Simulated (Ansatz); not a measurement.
# C5H8OS (tetrahydrothiopyran-4-one): levels of theory compared

Wanted: a comparison of 6 runs (HF/STO-3G, HF/def2-SVP, B3LYP/6-31G*, PBE0/def2-SVP, B3LYP/def2-SVPD) of C5H8OS (tetrahydrothiopyran-4-one). 

The results are computed with Ansatz 0.2.0.

7 further runs of the same task are left out: 1 that didn't finish, 6 set aside as unsound or not needed.

### Step 1. The structure to begin with

C5H8OS has 15 atoms, charge 0, and is taken as a singlet. SMILES: `O=C1CCSCC1`. The shape is that of a PBE0-D4/def2-TZVP optimisation. This is one conformer, not always the lowest.

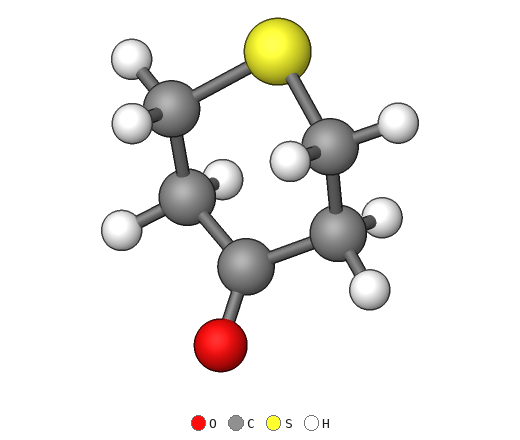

The structure, seen from a chosen angle (oxygen red, carbon grey, sulfur yellow, hydrogen white).

### Step 2. Energy and gradient at HF/STO-3G (run 1)

Contents of input.yaml:

```yaml
crystal:
  periodic: [false, false, false]
  atoms:
    - {symbol: O, position_ang: [-0.037620, -1.744930, -1.667910]}
    - {symbol: C, position_ang: [0.003830, -1.073350, -0.667010]}
    - {symbol: C, position_ang: [-1.249860, -0.699290, 0.088550]}
    - {symbol: C, position_ang: [-1.372560, 0.803280, 0.322580]}
    - {symbol: S, position_ang: [0.019010, 1.480310, 1.243270]}
    - {symbol: C, position_ang: [1.318290, 0.938540, 0.120390]}
    - {symbol: C, position_ang: [1.312530, -0.570500, -0.103980]}
    - {symbol: H, position_ang: [-1.223830, -1.206190, 1.059550]}
    - {symbol: H, position_ang: [-2.104610, -1.075940, -0.477540]}
    - {symbol: H, position_ang: [-2.264810, 1.026220, 0.910330]}
    - {symbol: H, position_ang: [-1.467860, 1.333790, -0.629470]}
    - {symbol: H, position_ang: [2.261460, 1.253730, 0.570230]}
    - {symbol: H, position_ang: [1.217240, 1.468760, -0.831230]}
    - {symbol: H, position_ang: [1.482190, -1.070170, 0.856220]}
    - {symbol: H, position_ang: [2.106600, -0.864270, -0.793960]}
basis:
  gaussian: {orbitals: STO-3G}
hamiltonian: {xc: hf}
accuracy: high
output: {forces: true, orbitals: {seedname: orbitals}}
```

On the command line:

```sh
ansatz run input.yaml --threads 4 --pin off --max-ram 12180MiB --events-out events.jsonl --progress --plain --runs-dir runs
```

The program printed:

```text
Warning: RAYON_NUM_THREADS=4 ignored (pool sized by the plan → 4); use --threads N
[... 12 lines left out ...]
Total energy: -17924.75542716 eV, -658.7226121125 hartree
[... 15 lines left out ...]
Dipole moment:     0.006597     0.128474     0.173777 e Å
```

It took 0.76 s on 4 threads of Arm Neoverse V2, shared host.

### Step 3. Energy and forces at HF/def2-SVP (run 2)

Contents of job.yaml:

```yaml
basis:
  gaussian:
    orbitals: def2-SVP
crystal:
  periodic: [false, false, false]
  atoms:
    - {symbol: O, position_ang: [-0.037620, -1.744930, -1.667910]}
    - {symbol: C, position_ang: [0.003830, -1.073350, -0.667010]}
    - {symbol: C, position_ang: [-1.249860, -0.699290, 0.088550]}
    - {symbol: C, position_ang: [-1.372560, 0.803280, 0.322580]}
    - {symbol: S, position_ang: [0.019010, 1.480310, 1.243270]}
    - {symbol: C, position_ang: [1.318290, 0.938540, 0.120390]}
    - {symbol: C, position_ang: [1.312530, -0.570500, -0.103980]}
    - {symbol: H, position_ang: [-1.223830, -1.206190, 1.059550]}
    - {symbol: H, position_ang: [-2.104610, -1.075940, -0.477540]}
    - {symbol: H, position_ang: [-2.264810, 1.026220, 0.910330]}
    - {symbol: H, position_ang: [-1.467860, 1.333790, -0.629470]}
    - {symbol: H, position_ang: [2.261460, 1.253730, 0.570230]}
    - {symbol: H, position_ang: [1.217240, 1.468760, -0.831230]}
    - {symbol: H, position_ang: [1.482190, -1.070170, 0.856220]}
    - {symbol: H, position_ang: [2.106600, -0.864270, -0.793960]}
hamiltonian:
  xc: hf
accuracy: high
output: {forces: true, orbitals: {seedname: orbitals}}
```

On the command line:

```sh
ansatz run job.yaml --threads 4 --pin off --max-ram 12180MiB --events-out events.jsonl --progress --plain --runs-dir runs
```

The program printed:

```text
Warning: RAYON_NUM_THREADS=4 ignored (pool sized by the plan → 4); use --threads N
[... 13 lines left out ...]
Total energy: -18124.52636510 eV, -666.0640586723 hartree
[... 15 lines left out ...]
Dipole moment:     0.009238     0.217309     0.268348 e Å
```

It took 5.7 s on 4 threads of Arm Neoverse V2, shared host; peak memory 0.73 GiB.

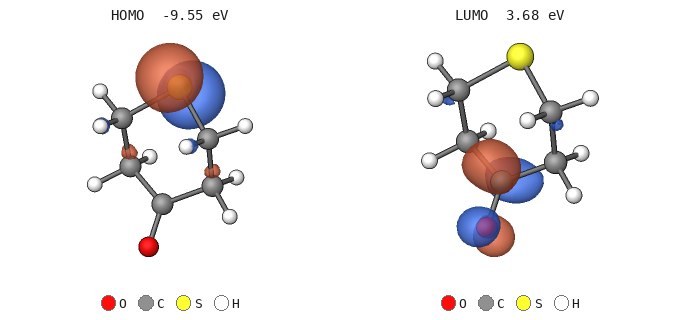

Frontier orbitals of this run, surfaces at ±0.2 Å^-3/2.

### Step 4. Energy and gradient at B3LYP/6-31G(d) (spherical functions) (run 3)

Contents of molecule.yaml:

```yaml
crystal:
  periodic: [false, false, false]
  atoms:
    - {symbol: O, position_ang: [-0.037620, -1.744930, -1.667910]}
    - {symbol: C, position_ang: [0.003830, -1.073350, -0.667010]}
    - {symbol: C, position_ang: [-1.249860, -0.699290, 0.088550]}
    - {symbol: C, position_ang: [-1.372560, 0.803280, 0.322580]}
    - {symbol: S, position_ang: [0.019010, 1.480310, 1.243270]}
    - {symbol: C, position_ang: [1.318290, 0.938540, 0.120390]}
    - {symbol: C, position_ang: [1.312530, -0.570500, -0.103980]}
    - {symbol: H, position_ang: [-1.223830, -1.206190, 1.059550]}
    - {symbol: H, position_ang: [-2.104610, -1.075940, -0.477540]}
    - {symbol: H, position_ang: [-2.264810, 1.026220, 0.910330]}
    - {symbol: H, position_ang: [-1.467860, 1.333790, -0.629470]}
    - {symbol: H, position_ang: [2.261460, 1.253730, 0.570230]}
    - {symbol: H, position_ang: [1.217240, 1.468760, -0.831230]}
    - {symbol: H, position_ang: [1.482190, -1.070170, 0.856220]}
    - {symbol: H, position_ang: [2.106600, -0.864270, -0.793960]}
basis:
  gaussian: {orbitals: 6-31G_st_-spherical.json}
hamiltonian: {xc: {name: B3LYP}}
accuracy: high
output: {forces: true, orbitals: {seedname: orbitals}}
```

The basis set 6-31G* is read from a file made from the Basis Set Exchange's data (not shown).

On the command line:

```sh
ansatz run molecule.yaml --threads 4 --pin off --max-ram 12180MiB --events-out events.jsonl --progress --plain --runs-dir runs
```

The program printed:

```text
Warning: RAYON_NUM_THREADS=4 ignored (pool sized by the plan → 4); use --threads N
[... 16 lines left out ...]
Total energy: -18197.68816577 eV, -668.7527052559 hartree
[... 15 lines left out ...]
Dipole moment:     0.006332     0.156630     0.189086 e Å
```

It took 7.5 s on 4 threads of Arm Neoverse V2, shared host; peak memory 0.63 GiB.

Runs 4 to 5 aren't shown in full; the table further down has their settings and results.

### Step 5. Energy and gradient at B3LYP/def2-SVPD (run 6)

molecule.yaml: that of step 4 with these lines changed.

```diff
@@ -19,5 +19,5 @@
 basis:
-  gaussian: {orbitals: 6-31G_st_-spherical.json}
-hamiltonian: {xc: {name: B3LYP}}
+  gaussian: {orbitals: def2-SVPD}
 accuracy: high
 output: {forces: true, orbitals: {seedname: orbitals}}
+hamiltonian: {xc: {name: B3LYP}}
```

On the command line:

```sh
ansatz run molecule.yaml --threads 4 --pin off --max-ram 12180MiB --events-out events.jsonl --progress --plain --runs-dir runs
```

The program printed:

```text
Warning: RAYON_NUM_THREADS=4 ignored (pool sized by the plan → 4); use --threads N
[... 16 lines left out ...]
Total energy: -18190.26932316 eV, -668.4800678189 hartree
[... 15 lines left out ...]
Dipole moment:     0.008936     0.204586     0.255825 e Å
```

It took 20 s on 4 threads of Arm Neoverse V2, shared host; peak memory 1.6 GiB.

### Step 6. The series

```tsv
run	level	Cartesian functions	energy (Eh)	dipole moment (D)	HOMO energy (eV)	LUMO energy (eV)	wall time
1	HF/STO-3G	no	-658.722612	1.04	-6.92	8.06	0.76 s
2	HF/def2-SVP	no	-666.064059	1.66	-9.55	3.68	5.7 s
3	B3LYP/6-31G* (spherical functions)	no	-668.752705	1.18	-6.30	-0.53	7.5 s
4	B3LYP/6-31G* (Cartesian functions)	yes	-668.760374	1.19	-6.30	-0.53	7.8 s
5	PBE0/def2-SVP	no	-667.991717	1.35	-6.61	-0.49	9.6 s
6	B3LYP/def2-SVPD	no	-668.480068	1.57	-6.54	-1.07	20 s
```

### Step 7. Results

| quantity | value |
| --- | --- |
| run 6: total energy | -668.48007 Eh |
| run 6: dipole moment | 1.57 D |
| run 6: HOMO energy | -6.54 eV |
| run 6: LUMO energy | -1.07 eV |
| run 6: HOMO–LUMO gap | 5.47 eV |
| run 6: largest force on an atom | 0.801 eV/Å |

**Reading.** The dipole moment (its size) runs from 1.04 D (HF/STO-3G) to 1.66 D (HF/def2-SVP). The HOMO–LUMO gap runs from 5.47 eV (B3LYP/def2-SVPD) to 14.98 eV (HF/STO-3G). The two ends differ in method and basis. Totals of different functionals can't be ranked against each other. In run 1 the basis is minimal, so the values are rough. All runs together took 51 s, the longest 20 s.
